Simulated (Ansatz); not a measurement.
**Effect of Ti → Sc on Ti**

The reference is Ti in the hcp (Mg type) structure (space group P6_3/mmc, No. 194; a = 2.936 Å, c = 4.636 Å).

One thing is altered: full substitution Ti → Sc; the structure is relaxed again.

Calculations: Kohn–Sham DFT with the r2SCAN functional, run in Ansatz (a quantum-chemistry and plane-wave program) with PAW and 500 eV plane waves, without spin-orbit coupling. Settings: 16×16×9 k-points, 0.05 eV Fermi–Dirac smearing, for the changed cell.

```json
[
 {"quantity": "density", "base": "4.59 g/cm³", "changed": "3.00 g/cm³", "shift": "-1.597 g/cm³"},
 {"quantity": "c/a ratio", "base": "1.579", "changed": "1.559", "shift": "-0.020"},
 {"quantity": "space group", "base": "P6_3/mmc (No. 194)", "changed": "P6_3/mmc (No. 194)", "shift": "–"},
 {"quantity": "shortest interatomic distance", "base": "2.872 Å", "changed": "3.230 Å", "shift": "+0.358 Å"},
 {"quantity": "band gap", "base": "zero", "changed": "zero", "shift": "–"}
]
```

Final structure:

```
Sc
1.0
    3.32928     0.00000     0.00000
   -1.66464     2.88324     0.00000
    0.00000     0.00000     5.19143
Sc
2
Direct
  0.33333   0.66667   0.75000
  0.66667   0.33333   0.25000
```

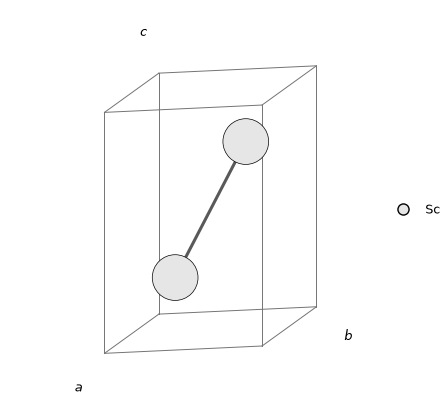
*The relaxed conventional cell after the change*

No phonon test of stability was made. The final runs are not spin-polarised.
